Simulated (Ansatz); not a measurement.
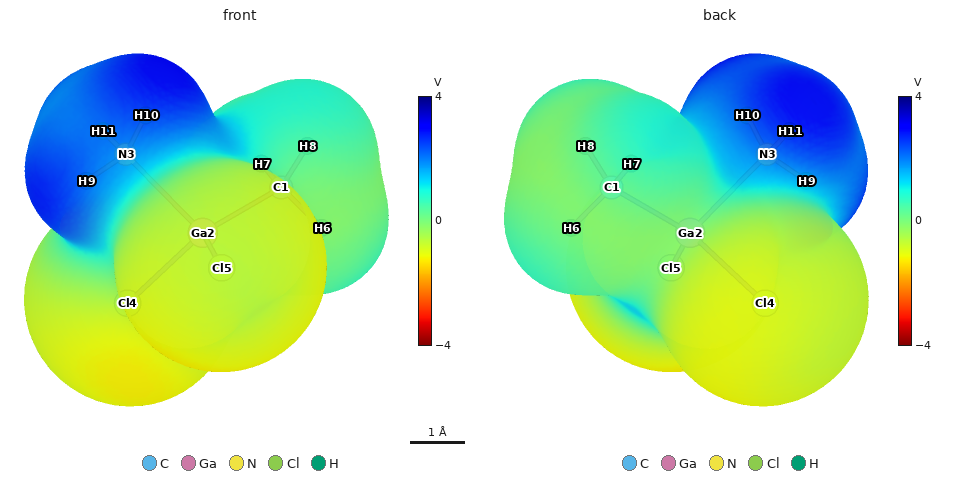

The picture shows: CH6Cl2GaN (SMILES [CH3][Ga-]([NH3+])([Cl])[Cl]). The molecular electrostatic potential painted on the density surface at 0.002 e/bohr³, seen from the front and from behind; red is negative and blue positive.

Geometry: PBE0-D4/def2-TZVP.

Level of theory: RKS PBE0-D4/def2-TZVPP in Ansatz 0.2.0.

```xyz
11

C    -1.6488    0.2617    0.5721
Ga   -0.0511    0.5692   -0.5148
N     1.4391   -0.8039    0.0461
Cl   -0.0734   -0.0006   -2.6259
Cl    1.1611    2.3514   -0.1449
H    -2.4258    0.9738    0.2901
H    -2.0392   -0.7454    0.4144
H    -1.4310    0.4008    1.6327
H     2.2363   -0.6026   -0.5501
H     1.7326   -0.6930    1.0109
H     1.1656   -1.7682   -0.1103
```

**Describe the electrostatic potential map.**

The most negative region (about −1.2 V) lies over Cl4 and Cl5, the most positive (about +3.1 V) over H10 and H11.
